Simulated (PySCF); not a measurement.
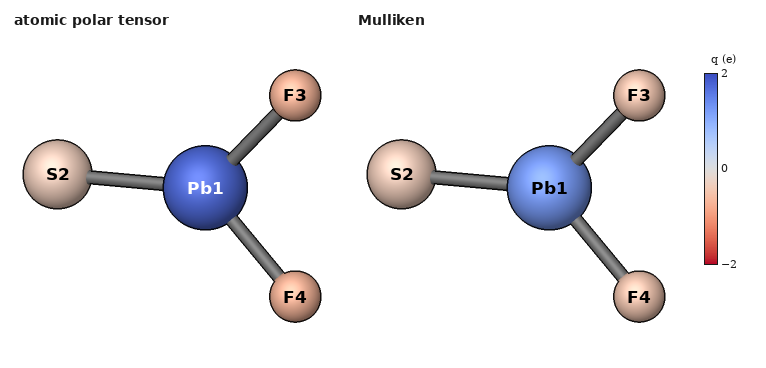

Atomic charges of one calculation by 2 schemes, on one colour scale. The computed structure is the end point of a PBE0/def2-TZVP with core potentials optimisation. Method: PBE0/def2-TZVP, core potentials on Pb (PySCF 2.14.0).

### Which scheme gives the most polar picture (largest mean size of the charges)?

The atomic polar tensor charges are the largest in size here.

List the charges (e), one line for each set of equivalent atoms.

```json
{"atom": "Pb1", "atomic polar tensor": "1.70", "Mulliken": "1.23"}
{"atom": "S2", "atomic polar tensor": "−0.34", "Mulliken": "−0.35"}
{"atom": "F3, F4", "atomic polar tensor": "−0.68", "Mulliken": "−0.44"}
```
